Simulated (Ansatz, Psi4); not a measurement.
## Exact exchange and the electronic atomisation energy of CaF

The species is CaF (2 atoms), meant as a doublet with charge 0. As SMILES, `[F][Ca]`. The coordinates come from a PBE0-D4/def2-TZVP relaxation.

The electronic atomisation energy y, in eV, basis def2-TZVPP; a is the functional's share of exact exchange. Programs: Ansatz 0.2.0, Psi4 1.11.

| functional | program | a | y (eV) |
| --- | --- | --- | --- |
| U-revPBE | Ansatz | 0 | 5.71 |
| UPBE | Ansatz | 0 | 5.91 |
| UTPSSh | Psi4 | 0.1 | 5.66 |
| UB3LYP | Ansatz | 0.2 | 5.54 |
| U-r2SCAN0 | Ansatz | 0.25 | 5.54 |
| UPBE0 | Ansatz | 0.25 | ? |
| UBHLYP | Psi4 | 0.5 | 5.10 |

Fit y = c + s·a to the known rows and predict UPBE0.


1. Means of the 6 rows: a = 0.1750, y = 5.577.
2. Σ(Δa)² = 0.17875, Σ(Δa·Δy) = -0.2465, so the slope is -0.2465/0.17875 = -1.379.
3. Intercept: 5.577 − (-1.379) × 0.1750 = 5.818. The largest residual of the fit is 0.11.
4. UPBE0: 5.818 + (-1.379) × 0.25 = 5.47 eV.

The run gave 5.54 eV, so the prediction is off by -0.07 eV, within the largest residual. The rows mix families of semi-local functionals, which the line can't see.

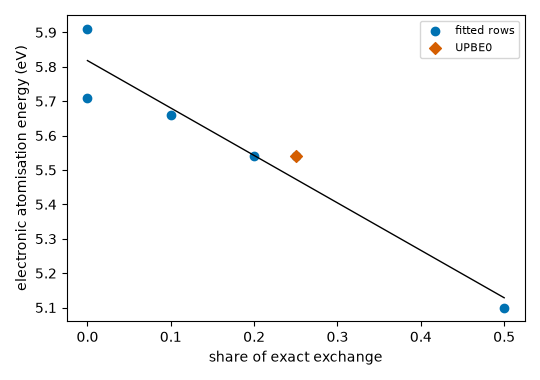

The fitted line, with the withheld row.
